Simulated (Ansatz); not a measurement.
## Fields on a plane of ZnInGaO4 (InGaZnO4 type, space group R3m)

```
ZnInGaO4
1.0
    1.65551     0.95581     8.58742
   -1.65551     0.95581     8.58742
    0.00000    -1.91161     8.58742
In Ga Zn O
1 1 1 4
Cartesian
  0.00000   0.00000  25.68322
  0.00000   0.00000   5.48473
  0.00000   0.00000  20.12714
  0.00000   0.00000   3.51697
  0.00000   0.00000  22.64411
  0.00000   0.00000   7.43552
  0.00000   0.00000  18.15731
```

The slice is a (-1 1 0 4) plane (indices of the conventional cell) through the point (0.879, 0.879, 0.879) (fractional), spanned by u = [1 0 -1] and v = [1 -1 1] in vectors of this cell: u (3.31 Å) and v (9.40 Å, at 90° to u). It covers one period; positions are fractions (u, v).

Atoms on it: O at (0.50, 0.77), 0.1 Å off the plane; O at (0.00, 0.00). Other atoms lie within 1 Å of the plane.

All values below come from r2SCAN (plane waves to 500 eV, PAW, scalar-relativistic; Ansatz, an electronic-structure program). k mesh 12×12×12. Near the nuclei the fields are pseudised (PAW); where an atom keeps semicore shells as valence, they peak there. The PAW data are Ansatz's earlier set. ZnInGaO4 was relaxed with its symmetry unable to fall.

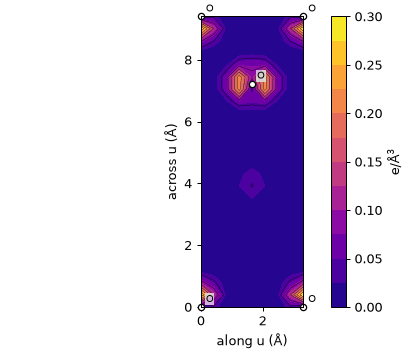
*Density of the highest valence band (whole band, smooth part) in e/Å³, one period of the plane, atoms marked. *

```
|xx99661111116699|
|9988221111112288|
|2211003355330011|
|0000449999994400|
|11118899xx998811|
|11118899xx998811|
|1111669999996611|
|0000225577552200|
|0000000011000000|
|0000000000000000|
|0000002233220000|
|0000225577552200|
|0000337788773300|
|0000337788773300|
|1100113355331100|
|2211000011000011|
|4433110000001133|
|5544220000002244|
|3322000000000022|
|0000000000000000|
|2211000000000011|
|9988440000004488|
|xx99771111117799|
|xx88881111118888|
```
Scale: ten equal steps from 0.01 (start of '0') to 0.82 (end of '9'), in the order '0123456789'. Values: electron localisation function (ELF). The map has 8 points along u (two characters each, u = 0 at the left) and 24 along v (v = 0 in the bottom row). Points within 0.4 Å of a nucleus are blanked (x), as the pseudised field means little there.
